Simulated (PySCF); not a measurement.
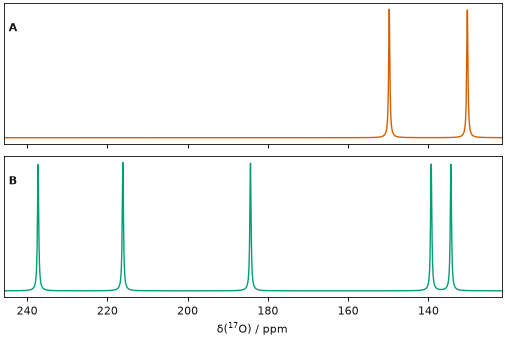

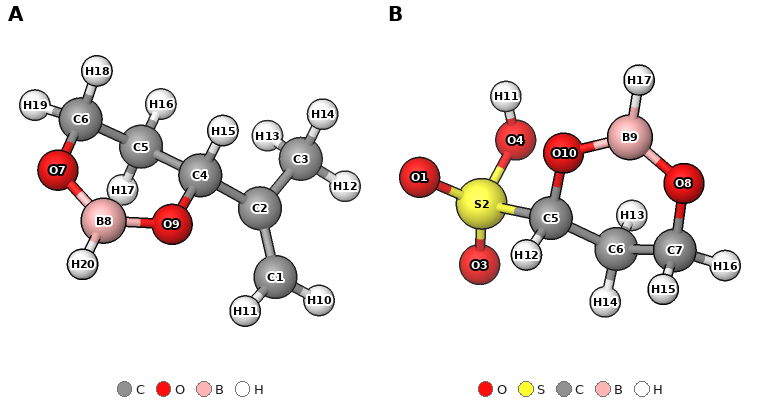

Related molecules: A is C₆H₁₁BO₂, SMILES C=C(C)[C@H]1CCOBO1; B is C₃H₇BO₅S, SMILES O=S(=O)(O)[C@H]1CCOBO1. GIAO ¹⁷O shifts against H₂O (¹⁷O: a single water molecule, while the usual scale starts at liquid water and gives values some tens of ppm lower), PBE0/pcSseg-1 with PySCF, at a PBE0-D3(BJ)/def2-SVP geometry (no frequency check); fully decoupled, line heights follow the number of nuclei within a panel, widths are arbitrary (no quadrupolar broadening); values of one conformer, averaged over methyl-type rotors and exact or near symmetry; other conformers aren't averaged in.

Question: Assign the ¹⁷O signals of each molecule.

Answer: A: 149.8 (O9); 130.3 (O7)
B: 237.3 (O1); 216.1 (O3); 184.3 (O4); 139.3 (O10); 134.4 (O8)
